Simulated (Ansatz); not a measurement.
# Mg3SiO (built on the sites of a database entry of Ca3SnO): following an unstable mode, part 2 of 2

Aim: this structure of Mg3SiO (built on the sites of a database entry of Ca3SnO) is to be tested for unstable modes, and one is followed downhill.

Ansatz 0.2.0; DFT PBE, scalar-relativistic, plane waves, norm-conserving pseudopotentials.

So far, highest frequency on the path or at a solved wavevector (cm⁻¹): step 2 (response at finite wavevector) 471. Also lowest frequency on the path (cm⁻¹): step 2 -58.9.

The structure was built from a prototype and need not be the compound's stable phase.

## 4. The mode frozen in, largest atomic shift 0.32 Å

The atoms are moved along the unstable eigenvector, the largest shift by 0.32 Å, with the cell fixed.

Input file input.yaml:

```yaml
crystal:
  lattice:
    - [-4.2216622333, 0.0, 0.0]
    - [0.0, -4.2216622333, -4.2216622333]
    - [0.0, -4.2216622333, 4.2216622333]
  atoms:
    - { symbol: Mg, position: [1.0, 0.0, 0.5] }
    - { symbol: Mg, position: [1.0, 0.5, 0.0] }
    - { symbol: Mg, position: [0.5, 0.2878997634, 0.7121002366] }
    - { symbol: Mg, position: [0.5, 0.7121002366, 0.2878997634] }
    - { symbol: Mg, position: [0.5, 0.7878997634, 0.7878997634] }
    - { symbol: Mg, position: [0.5, 0.2121002366, 0.2121002366] }
    - { symbol: Si, position: [0.0, 0.5, 0.5] }
    - { symbol: Si, position: [0.0, 1.0, 0.0] }
    - { symbol: O, position: [0.5, 0.0, 0.5] }
    - { symbol: O, position: [0.5, 0.5, 0.0] }
kpoints:
  mp_grid: { grid: [8, 6, 6] }
hamiltonian:
  xc: pbe
  pseudopotentials: { kind: nc }
scf:
  occupations: { method: methfessel_paxton, width: 0.2 }
output:
  forces: true
  stress: true
  eigenvalues: true
  write_density: true
  write_potential: true
  elf: true
  volumetric_format: npy
```

Launch:

```sh
ansatz run input.yaml --threads 8 --pin off --max-ram 14336MiB --backend cpu --events-out ev --progress --plain --runs-dir out
```

Numbers of over 12 decimals in the logs are rounded to 6 here.

The log of the run:

```text
[...]
Crystal: 10 atoms, lattice volume = 150.481 Å³
Basis set: ecut = 1240 eV, 14893 PW (Γ), exchange–correlation on 100×144×144 points (8 copies of the dense FFT grid, shifted against one another)
Bands: 50, of which v1, the nominal top of the filled ones, is band 40 counted from 1 (39 counted from 0)
Symmetry: 16 space group operations
[...]
k-points: 50 of 288
[...]
k-point 0: bands = [... 36 lower, 7.9101, 8.0425, 8.0425, 8.1532, 8.5212, 9.0361, 9.0530, 10.1285, ... 6 higher]
  k-point 1: bands = [... 36 lower, 7.3459, 7.5168, 7.8913, 8.3731, 8.6578, 9.3177, 9.7757, 10.7522, ... 6 higher]
  k-point 2: bands = [... 36 lower, 6.3422, 6.9057, 7.8715, 8.1082, 9.6882, 9.7462, 10.5899, 11.4850, ... 6 higher]
  k-point 49: bands = [... 36 lower, 5.9463, 5.9463, 8.0657, 8.0657, 8.7047, 8.7047, 10.9195, 10.9195, ... 6 higher]
[key lines of the parts left out:]
SCF converged after 8 iterations
Free energy (F): -10861.280804 eV
Fermi energy:    8.410496 eV
P = ⅓ Tr σ = 0.4691 GPa (4.691 kbar)
```

It took 8.1 s on 8 threads of AMD EPYC 9R14 (Zen 4), shared host; peak memory 2.2 GiB.

Numbers from this step:

| Item | Value |
| --- | --- |
| pressure | 0.4691 GPa |
| energy from the undistorted cell | -1.966 meV/atom |

The energy, extrapolated to zero smearing, is -1.97 meV/atom against the undistorted cell.

The run ends at a pressure of 0.47 GPa, with forces up to 0.033 eV/Å.

## 5. Energy along the mode, all amplitudes (two of the runs are shown above)

An imaginary frequency means negative curvature, so the energy should fall and then rise again as anharmonic terms take over.

This step gave:

| Property | Result |
| --- | --- |
| depth at the lowest point sampled | 1.966 meV/atom |
| largest atomic shift at that point | 0.32 Å |

The energy from the parent by largest atomic shift:

| largest atomic shift (Å) | energy from the parent (meV/atom) |
| --- | --- |
| 0.000 | 0 |
| 0.040 | -0.092 |
| 0.080 | -0.358 |
| 0.140 | -0.999 |
| 0.220 | -1.93 |
| 0.320 | -1.97 |
| 0.450 | 4.10 |

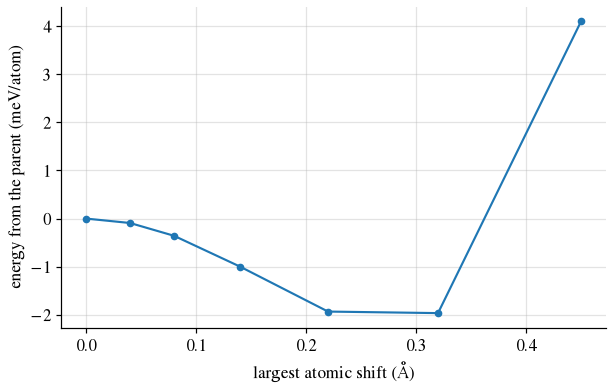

Energy from the parent, plotted against largest atomic shift.

Displacement at unit largest shift by atom:

| atom | x (Å) | y (Å) | z (Å) | size |
| --- | --- | --- | --- | --- |
| Mg1 | 0.00 | 0.00 | 0.00 | 0.00 |
| Mg2 | 0.00 | 0.00 | 0.00 | 0.00 |
| Mg3 | 0.00 | 0.00 | -1.00 | 1.00 |
| Mg4 | 0.00 | 0.00 | 1.00 | 1.00 |
| Mg5 | 0.00 | -1.00 | 0.00 | 1.00 |
| Mg6 | 0.00 | 1.00 | 0.00 | 1.00 |
| Si7 | 0.00 | 0.00 | 0.00 | 0.00 |
| Si8 | 0.00 | 0.00 | 0.00 | 0.00 |
| O9 | 0.00 | 0.00 | 0.00 | 0.00 |
| O10 | 0.00 | 0.00 | 0.00 | 0.00 |

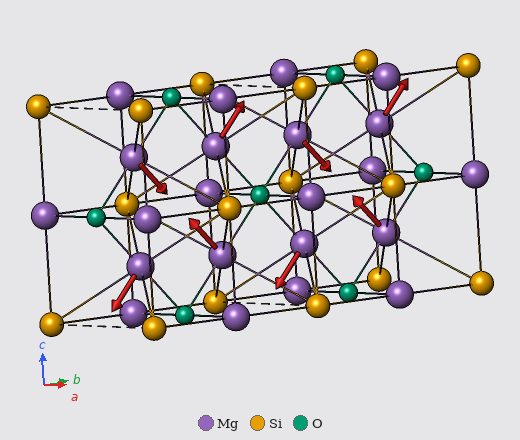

Displacement at unit largest shift as arrows, the longest 1 Å. 1×2×1 cells are drawn. Some periodic images of atoms are drawn too.

The lowest of the steps tried is at 0.32 Å, 1.97 meV/atom below the parent; the bottom of the well need not coincide with a step.

## 6. Relaxation from the frozen mode

Starting from the lowest point found, all atoms and the cell are let go, so that strain and other modes of the same symmetry can join in.

input.yaml, as its differences from that of step 4:

```diff
@@ -27,5 +27,6 @@
   eigenvalues: true
-  write_density: true
-  write_potential: true
-  elf: true
-  volumetric_format: npy
+relax:
+  adjacent_minimum: "off"
+  f_tol: 0.002
+  max_steps: 120
+  cell: { stress_tol: 0.03 }
```

The log of the run:

```text
[...]
Crystal: 10 atoms, lattice volume = 150.481 Å³
Basis set: ecut = 1240 eV, 14893 PW (Γ), exchange–correlation on 100×144×144 points (8 copies of the dense FFT grid, shifted against one another)
Bands: 50, of which v1, the nominal top of the filled ones, is band 40 counted from 1 (39 counted from 0)
Symmetry: 16 space group operations
[...]
k-points: 50 of 288
[...]
SCF iter   1: F=—  HF=-10865.195199 eV  |F-HF|=—  |Δ(HF+E_count)|=         —  Δρ=9.76e-2  dr2=1.74e1  ethr=3.10e-3  ⟨swp⟩=8.7  Hψ=10970  notcnv=0
[...]
SCF iter   8: F=-10861.280804 eV  HF=-10861.280804 eV  |F-HF|=4.13e-8  |Δ(HF+E_count)|=   1.29e-7  S|Δr|=    0.00e0  Δρ=1.19e-5  dr2=6.21e-8  ethr=1.25e-10  ⟨swp⟩=14.2  Hψ=14057  notcnv=0
SCF 1 converged in 8 iterations: F = -10861.280804 eV  dr2 = 6.21e-8
relax step   1: F+E_penalty+E_count = -10861.28080436 eV  Δ(F+E_penalty+E_count) = +0.000e0 eV  max|allowed force component| = 3.285e-2 eV/Å  Δτ_max = 0.0000 Å  P = +0.469 GPa  Ω = 150.481 Å³  (8 SCF iters, dr2 threshold 1.00e-7 eV, accepted)
Crystal: 10 atoms, lattice volume = 151.088 Å³
Basis set: ecut = 1240 eV, 14957 PW (Γ), exchange–correlation on 100×144×144 points (8 copies of the dense FFT grid, shifted against one another)
[...]
SCF iter   5: F=-10861.285355 eV  HF=-10861.285355 eV  |F-HF|=1.58e-7  |Δ(HF+E_count)|=   9.51e-7  S|Δr|=    0.00e0  Δρ=1.82e-5  dr2=2.43e-7  ethr=1.25e-9  ⟨swp⟩=4.9  Hψ=10731  notcnv=0
SCF 2 converged in 5 iterations: F = -10861.285355 eV  dr2 = 2.43e-7
relax step   2: F+E_penalty+E_count = -10861.28535476 eV  Δ(F+E_penalty+E_count) = -4.550e-3 eV  max|allowed force component| = 1.975e-2 eV/Å  Δτ_max = 0.0050 Å  P = +0.102 GPa  Ω = 151.088 Å³  energy of the carried Pulay correction = -1.062e-4 eV  (5 SCF iters, dr2 threshold 1.00e-6 eV, accepted)
Crystal: 10 atoms, lattice volume = 151.184 Å³
[...]
SCF iter   5: F=-10861.287492 eV  HF=-10861.287492 eV  |F-HF|=2.73e-7  |Δ(HF+E_count)|=   1.81e-6  S|Δr|=    0.00e0  Δρ=1.67e-5  dr2=3.93e-7  ethr=1.25e-9  ⟨swp⟩=4.8  Hψ=11130  notcnv=0
SCF 3 converged in 5 iterations: F = -10861.287492 eV  dr2 = 3.93e-7
relax step   3: F+E_penalty+E_count = -10861.28749173 eV  Δ(F+E_penalty+E_count) = -2.137e-3 eV  max|allowed force component| = 5.073e-3 eV/Å  Δτ_max = 0.0064 Å  P = +0.007 GPa  Ω = 151.184 Å³  energy of the carried Pulay correction = -1.230e-4 eV  (5 SCF iters, dr2 threshold 1.00e-6 eV, accepted)
[...]
relax step   4: F+E_penalty+E_count = -10861.28756961 eV  Δ(F+E_penalty+E_count) = -7.788e-5 eV  max|allowed force component| = 1.055e-3 eV/Å  Δτ_max = 0.0091 Å  P = +0.004 GPa  Ω = 151.147 Å³  energy of the carried Pulay correction = -1.165e-4 eV  (7 SCF iters, dr2 threshold 1.61e-9 eV, accepted)
[...]
SCF iter   5: F=-10861.287707 eV  HF=-10861.287707 eV  |F-HF|=0.00e0  |Δ(HF+E_count)|=  3.64e-11  S|Δr|=    0.00e0  Δρ=2.70e-7  dr2=1.97e-11  ethr=1.00e-12  ⟨swp⟩=6.6  Hψ=10200  notcnv=0
SCF 5 converged in 5 iterations: F = -10861.287707 eV  dr2 = 1.97e-11
relax step   5: F+E_penalty+E_count = -10861.28770737 eV  Δ(F+E_penalty+E_count) = -1.378e-4 eV  max|allowed force component| = 1.058e-3 eV/Å  Δτ_max = 0.0000 Å  P = +0.006 GPa  Ω = 151.147 Å³  stress off target by 1.02e-2 GPa  SCF on the basis re-selected at this cell (its energy is not comparable with the rows above)  (5 SCF iters)
basis re-selected at this cell: Δ(F+E_penalty+E_count) = -1.378e-4 eV, ΔP = +0.002 GPa vs the last step (what re-selecting the basis moved, of the pressure what is left beyond the Pulay correction that the steps carried, after the strain that the cell walked since its last selection, with what the two solves' SCF thresholds leave and, on support functions, any second-order correction that the steps lacked; it is no m [...]
SCF converged after 5 iterations
[...]
Free energy (F): -10861.287707 eV
[...]
Internal energy: -10861.288228 eV  (E = F + TS)
E sigma→0 (E₀):  -10861.287837 eV
Entropy (-TS):   0.000520 eV (0.052 meV/atom)
Fermi energy:    8.368711 eV
[...]
--- Forces (eV/Å), atoms counted from 1 ---
  atom   1  Mg    -0.00000000    -0.00000000     0.00000000
  atom   2  Mg     0.00000000    -0.00000000    -0.00000000
  atom   3  Mg     0.00000000    -0.00000000    -0.00105787
  atom   4  Mg    -0.00000000     0.00000000     0.00105787
  atom   5  Mg    -0.00000000    -0.00105787    -0.00000000
  atom   6  Mg     0.00000000     0.00105787     0.00000000
  atom   7  Si     0.00000000     0.00000000     0.00000000
  atom   8  Si     0.00000000    -0.00000000     0.00000000
  atom   9  O      0.00000000     0.00000000     0.00000000
  atom  10  O      0.00000000     0.00000000    -0.00000000
  max |Σ_I F_I| component: 1.73e-18 eV/Å
--- Stress (GPa, compression-positive) ---
       -0.003247       0.000000      -0.000000
        0.000000       0.010240       0.000000
       -0.000000       0.000000       0.010240
  P = ⅓ Tr σ = 0.0057 GPa (0.057 kbar)
--- Band table (eV; the first three rows and the last of 50) ---
  k-point 0: bands = [... 36 lower, 7.8264, 8.0257, 8.0257, 8.0971, 8.4501, 8.9541, 9.0498, 10.0591, ... 6 higher]
  k-point 1: bands = [... 36 lower, 7.3296, 7.4990, 7.8066, 8.2964, 8.6034, 9.1940, 9.7835, 10.7126, ... 6 higher]
  k-point 2: bands = [... 36 lower, 6.3146, 6.8788, 7.7851, 8.0242, 9.6132, 9.6347, 10.4976, 11.4527, ... 6 higher]
  k-point 49: bands = [... 36 lower, 5.9027, 5.9027, 8.0114, 8.0114, 8.6887, 8.6887, 10.9124, 10.9124, ... 6 higher]
--- Relaxed structure (4 steps of the walk, 4 accepted, 1 SCFs on fresh bases) ---
  F+E_penalty+E_count = -10861.28770737 eV   max|allowed force component| = 1.058e-3 eV/Å   (the final SCF, on the basis selected at the relaxed cell)
  cell:  # Å, volume = 151.1475 Å³
    - [-4.257757, 0, 0]
    - [0, -4.213035, -4.213035]
    - [0, -4.213035, 4.213035]
  atoms:
    - { symbol: Mg, position: [1.000000, 0.0, 0.500000] }
    - { symbol: Mg, position: [1.000000, 0.500000, 0.0] }
    - { symbol: Mg, position: [0.500000, 0.285468, 0.714532] }
    - { symbol: Mg, position: [0.500000, 0.714532, 0.285468] }
    - { symbol: Mg, position: [0.500000, 0.785468, 0.785468] }
    - { symbol: Mg, position: [0.500000, 0.214532, 0.214532] }
    - { symbol: Si, position: [0, 0.500000, 0.500000] }
    - { symbol: Si, position: [0, 1.000000, 0.0] }
    - { symbol: O, position: [0.500000, 0.0, 0.500000] }
    - { symbol: O, position: [0.500000, 0.500000, 0.0] }
```

The job ended after 30 s (8 threads; peak memory 2.3 GiB; 3.9 min of CPU time).

Step by step:

| step | energy less that of the first step (eV) | largest force component (eV/Å) | pressure (GPa) | volume (Å³) |
| --- | --- | --- | --- | --- |
| 1 | 0.0000 | 0.0329 | 0.47 | 150.48 |
| 2 | -0.0046 | 0.0197 | 0.10 | 151.09 |
| 3 | -0.0067 | 0.0051 | 0.01 | 151.18 |
| 4 | -0.0068 | 0.0011 | 0.00 | 151.15 |
| 5* | -0.0069 | 0.0011 | 0.01 | 151.15 |

Relaxation steps marked * repeat the geometry before them on a plane-wave basis chosen anew for their cell, so energy and pressure can jump there.

Forces are held to the 16 operations that the run works with; a distortion that breaks them can't arise in this run.

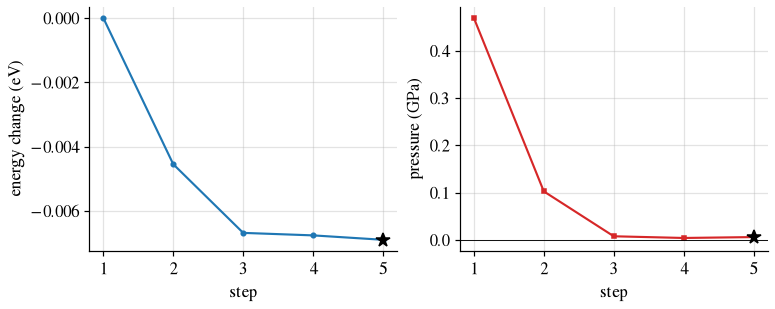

Energy and pressure along the relaxation. Stars mark steps on a basis chosen anew.

| cell as run | before | after | change |
| --- | --- | --- | --- |
| a (Å) | 4.222 | 4.258 | +0.9 % |
| b (Å) | 5.970 | 5.958 | -0.2 % |
| c (Å) | 5.970 | 5.958 | -0.2 % |
| volume (Å³/atom) | 15.05 | 15.11 | +0.4 % |

The atoms that moved most (Å, as changes of fractional coordinates times the final cell):

| atom | dx | dy | dz | length |
| --- | --- | --- | --- | --- |
| Mg5 | 0.000 | 0.020 | 0.000 | 0.020 |
| Mg6 | 0.000 | -0.020 | 0.000 | 0.020 |
| Mg4 | 0.000 | 0.000 | -0.020 | 0.020 |
| Mg3 | 0.000 | 0.000 | 0.020 | 0.020 |

Final coordinates:

```xyz
10
Lattice="-4.2578 0.0000 0.0000 0.0000 -4.2130 -4.2130 0.0000 -4.2130 4.2130" Properties=species:S:1:pos:R:3 pbc="T T T"
Mg   -4.2578   -2.1065    2.1065
Mg   -4.2578   -2.1065   -2.1065
Mg   -2.1289   -4.2130    1.8077
Mg   -2.1289   -4.2130   -1.8077
Mg   -2.1289   -6.6184    0.0000
Mg   -2.1289   -1.8077    0.0000
Si    0.0000   -4.2130    0.0000
Si    0.0000   -4.2130   -4.2130
O    -2.1289   -2.1065    2.1065
O    -2.1289   -2.1065   -2.1065
```

Numbers from this step:

| Item | Value |
| --- | --- |
| pressure | 0.005745 GPa |
| volume per atom | 15.11 Å³ |

The distorted start has space group P4/mbm; the relaxation ends in P4/mbm.

## 7. Results

```json
{
  "unstable mode of the parent": "q = (0, -0.5, -0.5), 59i cm⁻¹",
  "depth at the lowest point sampled": "1.97 meV/atom",
  "largest atomic shift at that point": "0.32 Å",
  "space group reached (within 0.01 Å)": "P4/mbm",
  "energy gained over the parent (first relaxation, on the mesh of the frozen mode)": "2.67 meV/atom",
  "volume per atom, phase reached": "15.1 Å³"
}
```

What this shows: Along this mode the structure falls into P4/mbm, 2.67 meV/atom below the parent. At the parent's cell the well is 1.966 meV/atom deep on the steps tried, with its lowest point at a shift of 0.32 Å. Relaxing atoms and cell changes the gain by +0.70 meV/atom against the lowest step (energies at zero smearing). The modes of the phase reached were not computed on this path. Of the 4 patterns followed to their end from this parent, this one reaches the lowest energy. Another end point lies within 1 meV/atom; how such a difference moves with mesh and cutoff was not tested. Each path keeps the symmetry of its pattern, so a lower phase may lie along a pattern not tried. With no gap, or one that is small against the smearing, the frequencies hang on the k mesh and the smearing, most of all near Kohn anomalies. The starting cell was built on a prototype and not taken from a measurement, so the phase need not exist.

[Logs are printed without paths, hosts, clocks, repeated set-up lines and the standing remarks that a program may print on its own settings, such as how far it seeks lower states.]

[Hosts, paths, dates, database ids (printed as entryN), source tags and the programs' standing remarks are cut or masked in the printed files.]
